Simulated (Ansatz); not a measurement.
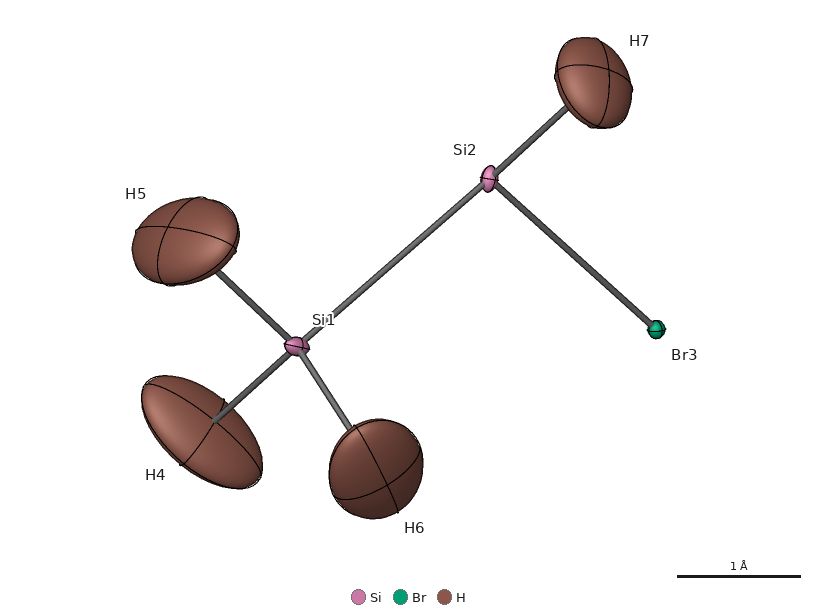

Displacement ellipsoids at the 50 % level, enlarged 1.5 times, from the internal vibrations of the free molecule (harmonic, no overall translation or rotation; no half-axis is drawn under 0.075 Å). Charge 0, doublet. Vibrations computed with UKS PBE0-D4/def2-TZVP (Ansatz 0.2.0). Temperature: 0 K (zero-point motion alone).

Which atom has the largest mean-square displacement?

H5, with U_eq = 0.0366 Å².

Does H4 move more along its bond or across it?

Across it: the root-mean-square amplitude is 0.086 Å along the bond and up to 0.264 Å across, since bending and torsion are softer than stretching.

Give the displacement parameters, one line for each set of equivalent atoms.

```json
{"atom": "Si1", "U_eq (Å²)": "0.0012", "rms amplitudes (Å)": "0.012, 0.021, 0.054"}
{"atom": "Si2", "U_eq (Å²)": "0.0012", "rms amplitudes (Å)": "0.023, 0.031, 0.047"}
{"atom": "Br3", "U_eq (Å²)": "0.00024", "rms amplitudes (Å)": "0.006, 0.009, 0.025"}
{"atom": "H4", "U_eq (Å²)": "0.0356", "rms amplitudes (Å)": "0.086, 0.172, 0.264"}
{"atom": "H5", "U_eq (Å²)": "0.0366", "rms amplitudes (Å)": "0.098, 0.173, 0.265"}
{"atom": "H6", "U_eq (Å²)": "0.0353", "rms amplitudes (Å)": "0.086, 0.176, 0.260"}
{"atom": "H7", "U_eq (Å²)": "0.0222", "rms amplitudes (Å)": "0.092, 0.155, 0.185"}
```
